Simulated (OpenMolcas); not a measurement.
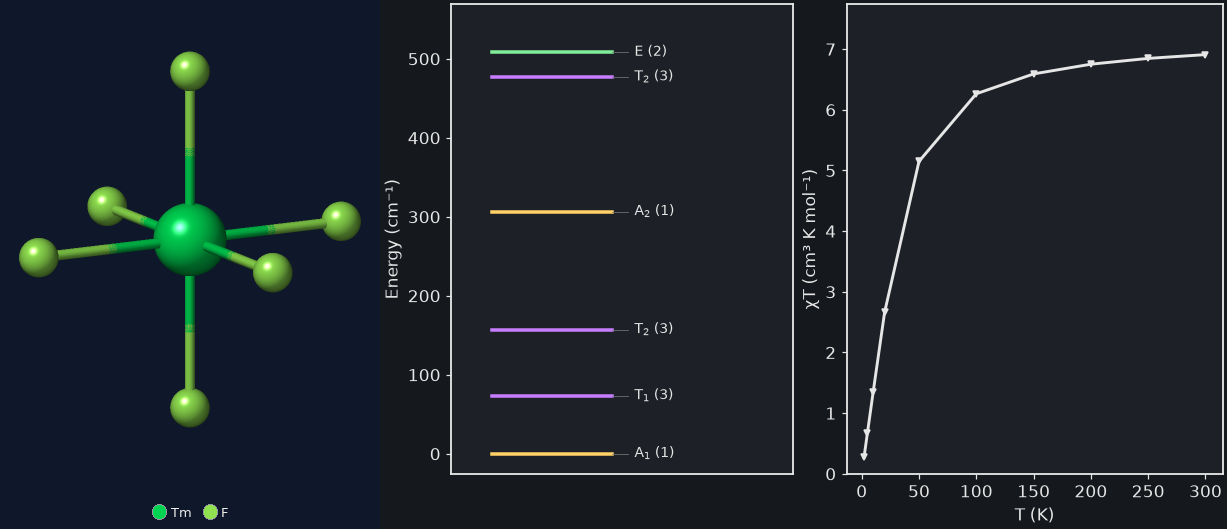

Tm³⁺ (4f¹²) as a dopant in Cs₂NaYF₆, a cluster with its 6 nearest F⁻ at 2.186 Å (octahedron) embedded in model potentials and point charges; the geometry was set, not optimised, and its levels and susceptibility. Labels give the representation in O, Td, D4 or D3 as the site allows (double group for half-integer spin) where it could be assigned and, in brackets, the degeneracy; spin-free states, where drawn, share the zero of the spin-orbit levels. Computed with OpenMolcas: state-averaged CASSCF, active space 12 electrons in the shell 4f, basis ANO-RCC-VDZP on all atoms, DKH2 scalar Hamiltonian, spin-orbit coupling by RASSI with atomic mean-field integrals. Powder susceptibility by Van Vleck's formula.

Give the ground level and the first gap.

The ground level is A₁, non-degenerate, 99 % from states of spin multiplicity 3, effective J = 6.00, with |mJ| = 4 the largest share (87 %). The next level lies at 73 cm⁻¹ (T₁). The lowest J multiplet spreads over 508 cm⁻¹. χT is 0.270 cm³ K mol⁻¹ at 2 K and 6.91 at 300 K, an effective moment of 7.43 μB. The active orbitals hold 100 % metal character (Löwdin), and the Mulliken charge of the metal is +2.45.

Caveat: the geometry is set by hand, with no relaxation and no charge compensation.
